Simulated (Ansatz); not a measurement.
**SiSbNH$_{6}$: phonon calculation**

SiSbNH$_{6}$, SMILES [SiH3][NH][SbH2], computed with RKS PBE0-D4/def2-TZVP (Ansatz 0.2.0).

The geometry comes from this level: PBE0-D4/def2-TZVP. Figures and captions count atoms from 1; the log counts them from 0 in places.

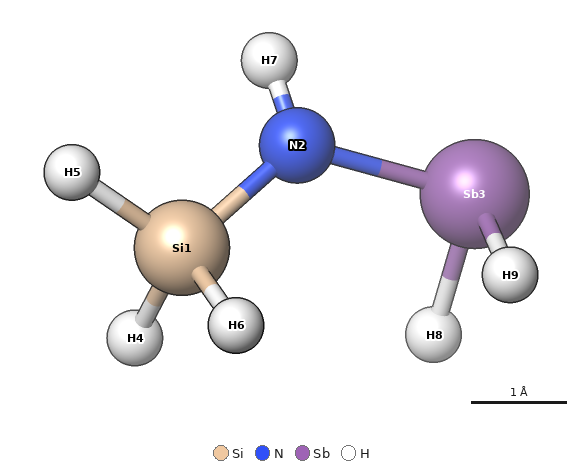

The input geometry (ball-and-stick view, seen at a tilt; atoms are numbered from 1 in the order of the input). Sticks mark near contacts.

### Results in brief

```tsv
quantity	value
outcome	converged
total energy	−15999.1780 eV
mean-field energy	−15999.0000 eV
dispersion energy	−0.1780 eV
largest force (length of the vector)	0.002 eV/Å
dipole moment	1.38 D
hardware	2 threads of Arm Neoverse V1, 23 GiB of memory available, shared host
wall time	2.7 min (CPU time 5.2 min)
peak memory	0.35 GiB
```

### Input file
```yaml
crystal:
  periodic: [false, false, false]
  atoms:
    - {symbol: Si, position_ang: [-0.535803, 0.681937, -0.852027]}
    - {symbol: N, position_ang: [0.916018, 0.006607, -0.224718]}
    - {symbol: Sb, position_ang: [1.070137, -1.185471, 1.408322]}
    - {symbol: H, position_ang: [-1.484287, -0.334159, -1.395415]}
    - {symbol: H, position_ang: [-0.193646, 1.629002, -1.948597]}
    - {symbol: H, position_ang: [-1.241335, 1.399312, 0.242653]}
    - {symbol: H, position_ang: [1.705684, -0.079521, -0.845400]}
    - {symbol: H, position_ang: [-0.388037, -2.060453, 1.153322]}
    - {symbol: H, position_ang: [0.239669, -0.103553, 2.444759]}
basis:
  gaussian: {orbitals: def2-TZVP}
hamiltonian: {xc: pbe0, dispersion: d4}
phonons: {temperatures: {t_min: 298.15, t_max: 900, t_step: 200}}
```

Run as:
```bash
ansatz run in.yaml --threads 2 --pin off --events-out ev --progress --plain --max-ram 4352MiB
```

### What the program printed
```
Functional definition: PBE0
  name "PBE0"
  cite "Adamo & Barone, J. Chem. Phys. 110, 6158 (1999) doi:10.1063/1.478522"
  cite "Perdew, Burke & Ernzerhof, Phys. Rev. Lett. 77, 3865 (1996) doi:10.1103/PhysRevLett.77.3865"
  parent pbe
  parameter a = 0.25
  parameter kappa = 0.804
  parameter beta = 0.06672455060314922
  exchange = (1 - a)*pbe_x(kappa = kappa, mu = beta*pi^2/3) + a*exact_x
  correlation = pbe_c(beta = beta)
1128 factors; their error is unknown
mean field evaluation 1: about -15991.8095 eV, gradient 6.0e1 eV
mean field evaluation 2: about -15965.3309 eV, gradient 1.1e2 eV
mean field evaluation 4: about -15998.7479 eV, gradient 5.2e0 eV
mean field evaluation 8: about -15998.7948 eV, gradient 5.2e-2 eV
mean field evaluation 16: about -15998.9999 eV, gradient 1.0e-4 eV
mean field -15998.99994023 eV, -587.9524032920 hartree, gradient 3.5e-5 eV, S^2 0.000000; 0 other end points of the search recorded, 0 dependent functions left out
the calculation of the forces begins
reference -15998.99997509 eV, -587.9524045731 hartree; 25, 25 occupied and 129, 129 virtual orbitals, 1128 factors
these checks for a lower state are left out or cut short: stability, starts, cluster_reference, orbital_swaps, neighbouring_geometries, increment
1128 factors; their error is unknown
mean field -15998.99980141 eV, -587.9523981902 hartree, gradient 8.5e-7 eV, S^2 0.000000; 0 other end points of the search recorded, 0 dependent functions left out
[... from here on the field's lines of each further geometry are left out, up to the last ...]
the calculation of the forces begins
reference -15998.99996628 eV, -587.9524042493 hartree; 25, 25 occupied and 129, 129 virtual orbitals, 1128 factors
these checks for a lower state are left out or cut short: stability, starts, cluster_reference, orbital_swaps, neighbouring_geometries, increment
1128 factors; their error is unknown
mean field -15998.99991123 eV, -587.9524022261 hartree, gradient 8.5e-7 eV, S^2 0.000000; 0 other end points of the search recorded, 0 dependent functions left out
the calculation of the forces begins
reference -15998.99994609 eV, -587.9524035072 hartree; 25, 25 occupied and 129, 129 virtual orbitals, 1128 factors
Total energy: -15999.17797570 eV, -587.9589459747 hartree
Atom 0 at    -0.535803     0.681937    -0.852027 Å, force    -0.001451    -0.000458    -0.000968 eV/Å
Atom 1 at     0.916018     0.006607    -0.224718 Å, force     0.000353     0.001181     0.000183 eV/Å
Atom 2 at     1.070137    -1.185471     1.408322 Å, force     0.000569    -0.001381    -0.000236 eV/Å
Atom 3 at    -1.484287    -0.334159    -1.395415 Å, force    -0.000053     0.000292    -0.000054 eV/Å
Atom 4 at    -0.193646     1.629002    -1.948597 Å, force    -0.000183     0.000141     0.000238 eV/Å
Atom 5 at    -1.241335     1.399312     0.242653 Å, force     0.000107    -0.000188     0.000581 eV/Å
Atom 6 at     1.705684    -0.079521    -0.845400 Å, force     0.001023    -0.000716     0.000808 eV/Å
Atom 7 at    -0.388037    -2.060453     1.153322 Å, force    -0.000007     0.000783     0.000527 eV/Å
Atom 8 at     0.239669    -0.103553     2.444759 Å, force    -0.000359     0.000345    -0.001079 eV/Å
Dipole moment:     0.247450    -0.145164     0.014810 e Å
Vibrations: 87.79 102.51 143.22 266.01 491.27 648.53 665.04 706.06 774.23 856.08 897.20 925.08 961.14 979.92 1165.03 1919.46 1948.96 2185.89 2211.78 2222.49 3634.90 cm⁻¹, zero-point energy 1.474954 eV
```

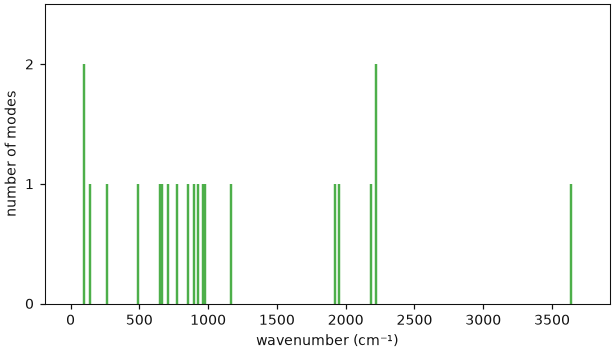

Harmonic vibrational wavenumbers from the force constants; neighbouring modes closer than 16 cm⁻¹ are counted in one stick. 21 modes from 88 to 3635 cm⁻¹, none imaginary.
